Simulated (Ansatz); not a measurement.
# CHOS (charge +1): what the fields show

Input

```
crystal:
  periodic: [false, false, false]
  atoms:
    - symbol: C
      position_ang: [-0.024894, 0.755765, 0.434712]
    - symbol: O
      position_ang: [0.080923, 1.651248, 1.099565]
    - symbol: S
      position_ang: [-0.137663, -0.502904, -0.616239]
    - symbol: H
      position_ang: [-0.704807, -1.270950, 0.355931]
basis:
  gaussian: {orbitals: def2-TZVPD}
total_charge: 1
hamiltonian: {xc: pbe0}
output: {forces: true, orbitals: {seedname: orbitals}}
```

Launched as:

```sh
ansatz run input.yaml --threads 1 --pin off --max-ram 2610MiB --events-out events.jsonl --progress --plain --runs-dir runs
```

Geometry: PBE0-D4/def2-TZVP.

Level of theory: Ansatz, isolated molecule in a Gaussian basis; Kohn-Sham density functional theory, functional PBE0.

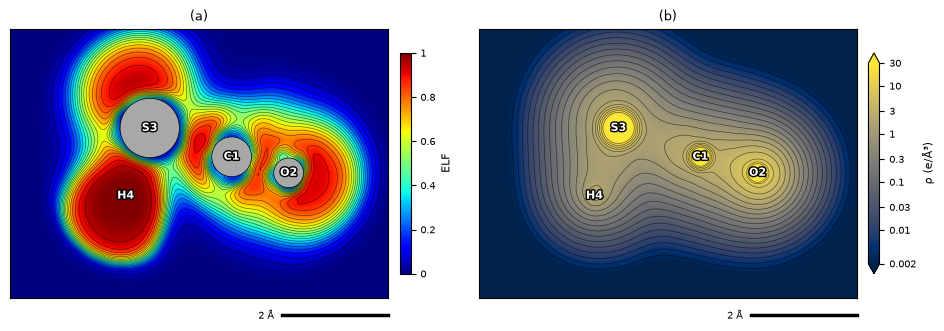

Figure 1. (a) electron localisation function; (b) electron density on the molecular plane. Grey discs cover the atomic cores in the ELF map.

Question: What does the map show?

Answer: Atoms in the plane: C, O, S and H.
C–O (1.12 Å): ρ at the midpoint is about 4.2 e/Å³; the ELF peaks at about 0.85 between the atoms: a multiple bond.
C–S (1.64 Å): ρ is about 1.6 e/Å³ halfway; the ELF peaks at about 0.90 between the atoms, as expected for localised, covalent bonding.
S–H (1.36 Å): ρ at the midpoint is about 1.5 e/Å³; the ELF climbs to about 1 towards the hydrogen, as it does in any bond to H; a covalent bond by its length.
The ELF also peaks beside O2 and S3, away from the bonds: lone-pair regions.

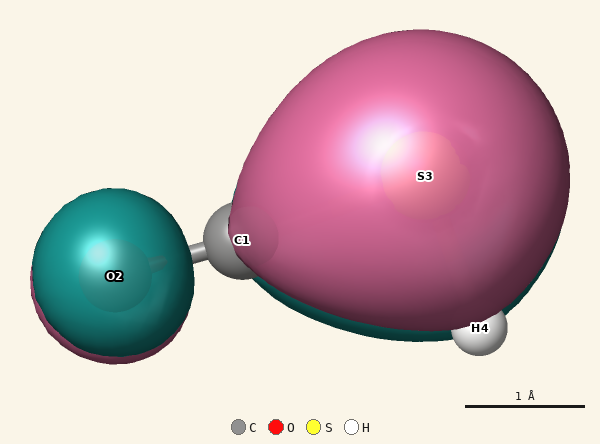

Figure 2. The HOMO at ±0.1 Å⁻³ᐟ² (teal and pink are the two phases), seen across its widest extent.

Question: What is the character of this orbital?

Answer: By Hirshfeld shares it lies mainly on S3 (about 70 %), O2 (about 15 %) and C1 (about 10 %); it changes sign across the molecular plane (π type); π-antibonding (a node) across C1–O2. Its energy is −16.18 eV.

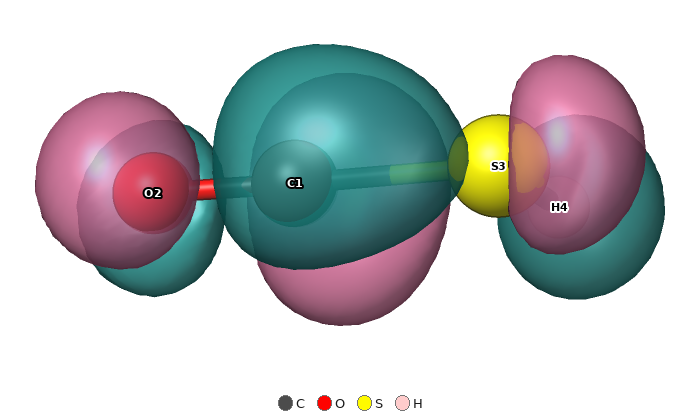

Figure 3. One frontier orbital at ±0.15 Å⁻³ᐟ² (teal and pink are the two phases), seen from one side.

Question: Which orbital is it: HOMO or LUMO?

Answer: The LUMO, at −9.19 eV. Its weight (Hirshfeld) is mainly on C1 (about 40 %), O2 (about 25 %), S3 (about 25 %) and H4 (about 10 %); it is symmetric in the molecular plane (an in-plane orbital: σ, lone-pair or in-plane π type).
